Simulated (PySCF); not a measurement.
SMILES C(#C[SiH](Cl)Cl)[SiH2]C (C3H6Cl2Si2) at its B3LYP/def2-SVP optimised geometry (Å):

```
13

Si    -1.9944    -2.7773    -4.1811
Cl    -4.0615    -2.7771    -4.2513
Cl    -1.3046    -4.7247    -4.2766
C     -1.4455    -2.0183    -2.6199
C     -1.0645    -1.4876    -1.5827
Si    -0.5046    -0.7054     0.0000
C     -1.1854    -1.6563     1.4729
H     -1.4825    -2.0382    -5.3531
H      0.9860    -0.7054     0.0000
H     -0.9860     0.7054     0.0000
H     -0.8494    -1.1904     2.4135
H     -0.8369    -2.7009     1.4611
H     -2.2866    -1.6591     1.4631
```

Computed with B3LYP/def2-TZVP in PySCF. Cells within 0.4 Å of a nucleus heavier than hydrogen are left out (blank, or x).

Map of the HOMO amplitude (bohr^(-3/2)) on the plane z = 0.0 Å; orbital energy -8.19 eV, overall sign arbitrary:

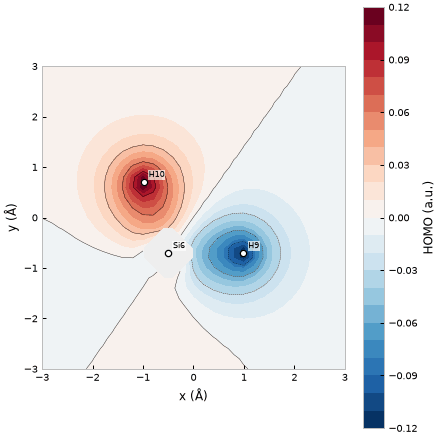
Fig. 1. HOMO amplitude (bohr^(-3/2)) on the plane z = 0.0 Å.
